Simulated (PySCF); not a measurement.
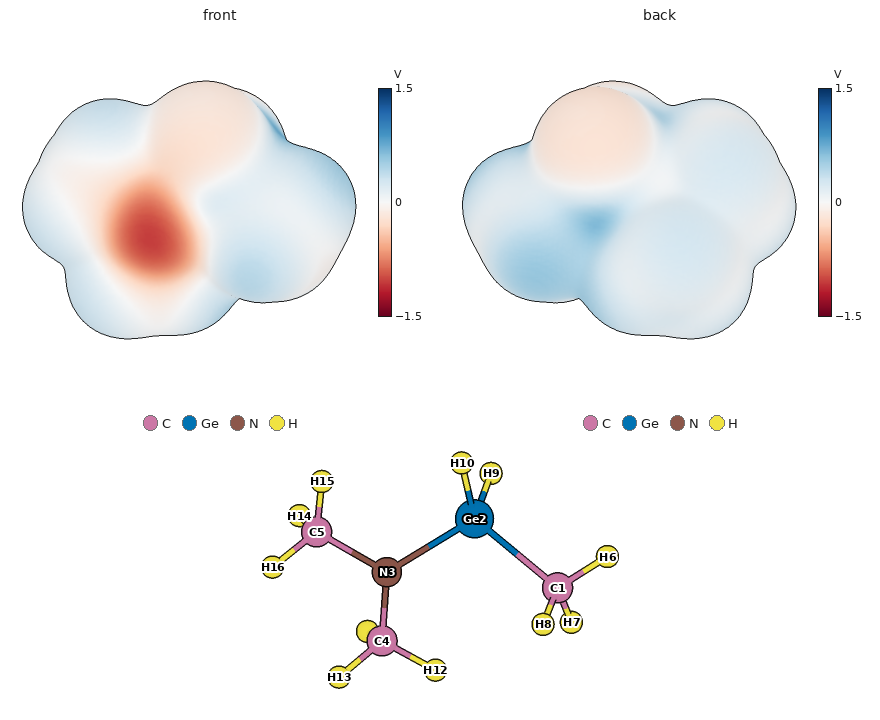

The picture shows: C₃H₁₁GeN. The electrostatic potential painted on the density surface at 0.001 e/bohr³, seen from the front and from behind; red is negative and blue positive. The bare structure is drawn below in the same view.

Geometry: GFN2-xTB.

The calculation used PySCF, CAM-B3LYP/def2-SVPD, SCF density, gas phase.

Input

```
{"job": {"kind": "uv", "xc": "CAM-B3LYP", "basis": "def2-SVPD", "nstates": 8, "ntriplets": 3}, "charge": 0, "multiplicity": 1}
C      2.336590    -0.577058     0.403427
Ge     0.967059     0.627565    -0.331346
N     -0.650418     0.218030     0.429375
C     -1.094697    -1.156422     0.495050
C     -1.761164     1.123971     0.238117
H      3.329611    -0.203041     0.169481
H      2.254005    -1.580067    -0.007303
H      2.241891    -0.639020     1.484349
H      0.993838     0.595760    -1.856471
H      1.178845     2.063956     0.066357
H     -1.617348    -1.476883    -0.416564
H     -0.237913    -1.809156     0.652008
H     -1.783456    -1.278828     1.336605
H     -2.303291     0.936648    -0.698346
H     -1.392606     2.148888     0.226236
H     -2.468544     1.014600     1.065097
```

Run with:

```sh
OMP_NUM_THREADS=1 python probes_run.py task.json out
```

Which sites attract a positive test charge, and which a negative one?

Answer. A positive charge is drawn to the negative regions and a negative charge to the positive ones. The most negative region (about −1.0 V) lies over N3, the most positive (about +0.6 V) over Ge2. N3 is the likeliest acceptor of a hydrogen bond.

How polar is the molecule by this calculation?

Answer. Its dipole moment is 0.54 D.
